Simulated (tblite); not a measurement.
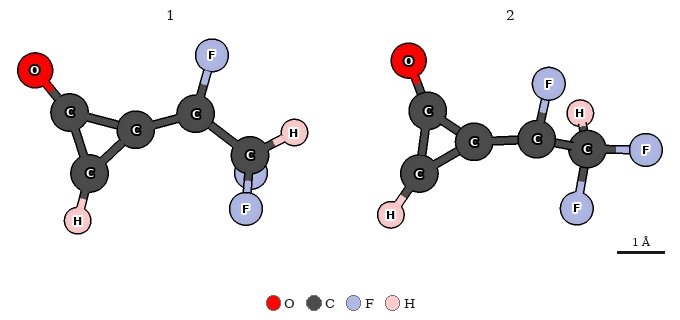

Two geometries of C$_{5}$H$_{2}$F$_{3}$O (multiplicity 2), drawn at one scale. One is the start of a relaxation, the other its converged end. Style: ball-and-stick. Shown face on.

Level of theory: GFN2-xTB geometry optimisation, gas phase (tblite). 

Which geometry has the lower energy?

Structure 1 is the relaxed one. The largest move after the best rigid fit is that of an F atom, 1.83 Å. By element the largest moves are F 1.83 Å, H 1.68 Å, O 0.90 Å, C 0.81 Å. Some distances before and after: C–C 1.371 → 1.509 Å, C–C 1.473 → 1.344 Å, C–O 1.267 → 1.185 Å, C–F 1.405 → 1.357 Å. Bond angles that change, for instance: C–C–C 112.9° → 124.7°, C–C–H 151.7° → 142.1°, C–C–F 113.3° → 121.3°. The energy falls by 1.443 eV in 92 geometry steps.
